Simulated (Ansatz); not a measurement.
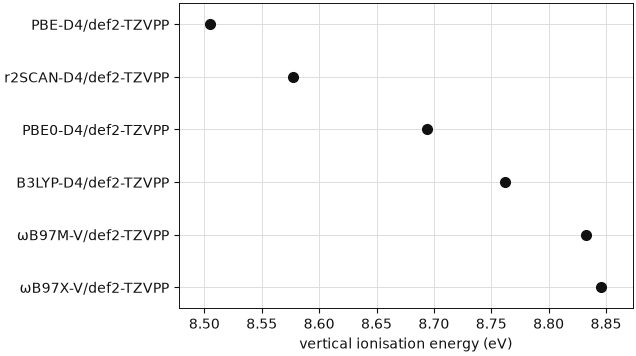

Vertical ionisation energy of C₃H₁₁GaSi, SMILES C[Si](C)(C)[GaH2], singlet, taken as the energy of the cation less that of the neutral at fixed geometry (unrestricted doublet cation, cores frozen in correlated methods, no spin-orbit coupling), the Ansatz code, at a PBE0-D4/def2-TZVP geometry (no frequency check).

What range do the values span?

From 8.50 eV (PBE-D4/def2-TZVPP) to 8.85 eV (ωB97X-V/def2-TZVPP).

Give the values.

```tsv
level	eV
PBE-D4/def2-TZVPP	8.50
r2SCAN-D4/def2-TZVPP	8.58
PBE0-D4/def2-TZVPP	8.69
B3LYP-D4/def2-TZVPP	8.76
ωB97M-V/def2-TZVPP	8.83
ωB97X-V/def2-TZVPP	8.85
```

Caveats, for all or some of the runs: no scalar relativity up to krypton.
